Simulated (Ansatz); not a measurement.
# FHMoO3: basis-set convergence

Aim: see how fast density functionals converge with the basis set for FHMoO3.

The runs use Ansatz 0.2.0, Gaussian basis; one geometry, several basis sets.

Levels to be run: PBE0-D4/def2-SVP; ωB97M-V/def2-SVP; PBE0-D4/def2-QZVPP; ωB97M-V/def2-QZVPP; the functionals' def2-TZVPP values are taken from earlier runs.

### Step 1. The relaxed structure

The geometry comes from an earlier relaxation with PBE0-D4 in a triple-zeta def2 set; it is a stationary point. Mo takes the def2 core potential; no spin-orbit term is included.

SMILES `[O]=[Mo](=[O])([OH])[F]`, 6 atoms, charge 0, spin multiplicity 1.

Atoms are counted from 1 here; the program's logs count them from 0.

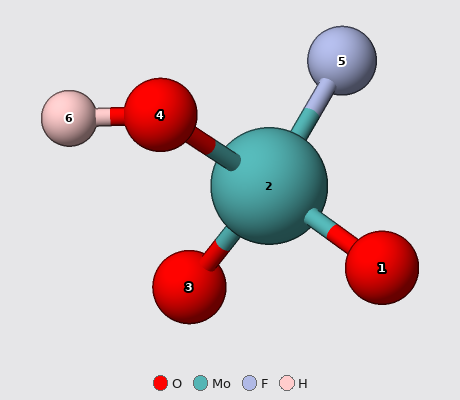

The geometry (oxygen red, molybdenum teal, fluorine light blue, hydrogen pink); atoms are numbered from 1 in the order of the file.

### Step 2. PBE0-D4 in def2-SVP

in.yaml

```yaml
crystal:
  periodic: [false, false, false]
  atoms:
    - {symbol: O, position_ang: [0.806817, -1.223136, 1.266281]}
    - {symbol: Mo, position_ang: [0.323081, -0.310876, -0.045245]}
    - {symbol: O, position_ang: [-0.557262, -1.300042, -1.062180]}
    - {symbol: O, position_ang: [-0.742648, 1.088452, 0.559150]}
    - {symbol: F, position_ang: [1.798648, 0.343043, -0.936307]}
    - {symbol: H, position_ang: [-1.586434, 1.338560, 0.172301]}
basis:
  gaussian: {orbitals: def2-SVP}
hamiltonian: {xc: pbe0, dispersion: d4}
output: {orbitals: {seedname: orbitals}}
```

Command:

```bash
> ansatz run in.yaml --threads 4 --pin off --events-out ev --progress --plain --max-ram 10444MiB
```

Log:

```text
Functional definition: PBE0
  name "PBE0"
  cite "Adamo & Barone, J. Chem. Phys. 110, 6158 (1999) doi:10.1063/1.478522"
  cite "Perdew, Burke & Ernzerhof, Phys. Rev. Lett. 77, 3865 (1996) doi:10.1103/PhysRevLett.77.3865"
  parent pbe
  parameter a = 0.25
  parameter kappa = 0.804
  parameter beta = 0.06672455060314922
  exchange = (1 - a)*pbe_x(kappa = kappa, mu = beta*pi^2/3) + a*exact_x
  correlation = pbe_c(beta = beta)
977 factors; their error is unknown
mean field evaluation 1: about -10700.5157 eV, gradient 9.9e1 eV
mean field evaluation 2: about -10511.3514 eV, gradient 3.1e2 eV
mean field evaluation 4: about -10716.8417 eV, gradient 2.6e1 eV
mean field evaluation 8: about -10718.0721 eV, gradient 5.2e-1 eV
mean field evaluation 16: about -10718.1194 eV, gradient 4.3e-4 eV
mean field -10718.11943387 eV, -393.8836241923 hartree, gradient 3.9e-5 eV, S^2 0.000000; 0 other end points of the search recorded, 0 dependent functions left out
reference -10718.11948838 eV, -393.8836261956 hartree; 24, 24 occupied and 68, 68 virtual orbitals, 977 factors
Total energy: -10718.23599273 eV, -393.8879076517 hartree
```

Wall time 1.4 s (4 threads of Arm Neoverse N1, shared host).

### Step 3. ωB97M-V in def2-SVP

Changes to in.yaml since step 2:

```diff
@@ -11,3 +11,3 @@
   gaussian: {orbitals: def2-SVP}
-hamiltonian: {xc: pbe0, dispersion: d4}
+hamiltonian: {xc: {name: wB97M-V}}
 output: {orbitals: {seedname: orbitals}}
```

Same command.

Log, cut to the lines that bear on the results:

```text
Functional definition: wB97M-V
  name "wB97M-V"
  cite "Mardirossian & Head-Gordon, J. Chem. Phys. 144, 214110 (2016) doi:10.1063/1.4952647"
  cite "Becke, J. Chem. Phys. 107, 8554 (1997) doi:10.1063/1.475007"
  cite "Vydrov & Van Voorhis, J. Chem. Phys. 133, 244103 (2010) doi:10.1063/1.3521275"
  # Of w^i u^j: cxij and so on, Table III.
[...]
  gx(w, u) = 1 - cx + cx01*u + cx10*w
  gss(w, u) = css00 + css04*u^4 + css10*w + css20*w^2 + css43*w^4*u^3
  gos(w, u) = cos00 + cos10*w + (cos20 + cos21*u)*w^2 + (cos60 + cos61*u)*w^6
[...]
      + integral(e_c_pw_mod_opposite_spin*gos(b97_w_opposite, b97_u_opposite)) + vv10(b, c)
956 factors; their error is unknown
187 factors; integrals over basis functions are off by at most 9.3e-6 eV
[...]
mean field -10722.28759573 eV, -394.0368013156 hartree, gradient 4.9e-5 eV, S^2 0.000000; 0 other end points of the search recorded, 0 dependent functions left out
reference -10722.28768044 eV, -394.0368044285 hartree; 24, 24 occupied and 68, 68 virtual orbitals, 956 factors
Total energy: -10722.28768044 eV, -394.0368044285 hartree
```

It took 6 s on 4 threads of Arm Neoverse N1, shared host; peak memory 0.28 GiB.

### Step 4. PBE0-D4 in def2-QZVPP

Changes to in.yaml since step 3:

```diff
@@ -10,4 +10,4 @@
 basis:
-  gaussian: {orbitals: def2-SVP}
-hamiltonian: {xc: {name: wB97M-V}}
+  gaussian: {orbitals: "def2-QZVPP.json"}
+hamiltonian: {xc: pbe0, dispersion: d4}
 output: {orbitals: {seedname: orbitals}}
```

Launched as before.

Log:

```text
Functional definition: PBE0
  name "PBE0"
  cite "Adamo & Barone, J. Chem. Phys. 110, 6158 (1999) doi:10.1063/1.478522"
  cite "Perdew, Burke & Ernzerhof, Phys. Rev. Lett. 77, 3865 (1996) doi:10.1103/PhysRevLett.77.3865"
  parent pbe
  parameter a = 0.25
  parameter kappa = 0.804
  parameter beta = 0.06672455060314922
  exchange = (1 - a)*pbe_x(kappa = kappa, mu = beta*pi^2/3) + a*exact_x
  correlation = pbe_c(beta = beta)
1233 factors; their error is unknown
mean field evaluation 1: about -10710.9487 eV, gradient 1.1e2 eV
mean field evaluation 2: about -10502.0089 eV, gradient 3.6e2 eV
mean field evaluation 4: about -10727.7705 eV, gradient 4.1e1 eV
mean field evaluation 8: about -10730.4384 eV, gradient 4.8e-1 eV
mean field evaluation 16: about -10730.4620 eV, gradient 2.8e-4 eV
mean field -10730.46202169 eV, -394.3372059289 hartree, gradient 3.4e-5 eV, S^2 0.000000; 0 other end points of the search recorded, 0 dependent functions left out
reference -10730.46205197 eV, -394.3372070416 hartree; 24, 24 occupied and 315, 315 virtual orbitals, 1233 factors
Total energy: -10730.57855633 eV, -394.3414884977 hartree
```

It took 7.5 s on 4 threads of Arm Neoverse N1, shared host; peak memory 0.85 GiB.

### Step 5. ωB97M-V in def2-QZVPP

Changes to in.yaml since step 4:

```diff
@@ -11,3 +11,3 @@
   gaussian: {orbitals: "def2-QZVPP.json"}
-hamiltonian: {xc: pbe0, dispersion: d4}
+hamiltonian: {xc: {name: wB97M-V}}
 output: {orbitals: {seedname: orbitals}}
```

Launched as before.

Log, cut to the lines that bear on the results:

```text
Functional definition: wB97M-V
  name "wB97M-V"
  cite "Mardirossian & Head-Gordon, J. Chem. Phys. 144, 214110 (2016) doi:10.1063/1.4952647"
  cite "Becke, J. Chem. Phys. 107, 8554 (1997) doi:10.1063/1.475007"
  cite "Vydrov & Van Voorhis, J. Chem. Phys. 133, 244103 (2010) doi:10.1063/1.3521275"
  # Of w^i u^j: cxij and so on, Table III.
[...]
  gx(w, u) = 1 - cx + cx01*u + cx10*w
  gss(w, u) = css00 + css04*u^4 + css10*w + css20*w^2 + css43*w^4*u^3
  gos(w, u) = cos00 + cos10*w + (cos20 + cos21*u)*w^2 + (cos60 + cos61*u)*w^6
[...]
      + integral(e_c_pw_mod_opposite_spin*gos(b97_w_opposite, b97_u_opposite)) + vv10(b, c)
1179 factors; their error is unknown
260 factors; integrals over basis functions are off by at most 3.1e-5 eV
[...]
mean field -10734.86898141 eV, -394.4991587113 hartree, gradient 7.1e-5 eV, S^2 0.000000; 0 other end points of the search recorded, 0 dependent functions left out
reference -10734.86903328 eV, -394.4991606175 hartree; 24, 24 occupied and 315, 315 virtual orbitals, 1179 factors
Total energy: -10734.86903328 eV, -394.4991606175 hartree
```

Wall time 19 s (4 threads of Arm Neoverse N1, shared host); peak memory 1.1 GiB.

### Step 6. Functionals by basis

The def2-TZVPP values come from earlier runs at the same geometry.

```tsv
functional	basis	functions	energy (eV)	from the largest (eV)	HOMO (eV)	LUMO (eV)
PBE0-D4	def2-SVP	92	-10718.2360	12.343	-9.60	-2.67
PBE0-D4	def2-TZVPP	194	-10729.9855	0.593	-9.60	-2.64
PBE0-D4	def2-QZVPP	339	-10730.5786	0.000	-9.62	-2.66
ωB97M-V	def2-SVP	92	-10722.2877	12.581	-11.96	-0.45
ωB97M-V	def2-TZVPP	194	-10734.2964	0.573	-11.98	-0.43
ωB97M-V	def2-QZVPP	339	-10734.8690	0.000	-12.00	-0.48
```

### Step 7. Results

```
                                       quantity           value
PBE0-D4: double and triple zeta above quadruple  12.34, 0.59 eV
ωB97M-V: double and triple zeta above quadruple  12.58, 0.57 eV
```

PBE0-D4 gains 11.75 eV from double to triple zeta, then 0.59 eV more. These are total energies; as a rule much of such shifts cancels in differences, which this series doesn't test.

For PBE0-D4 the largest set took about 5 times as long as the smallest (7.5 s against 1.4 s).
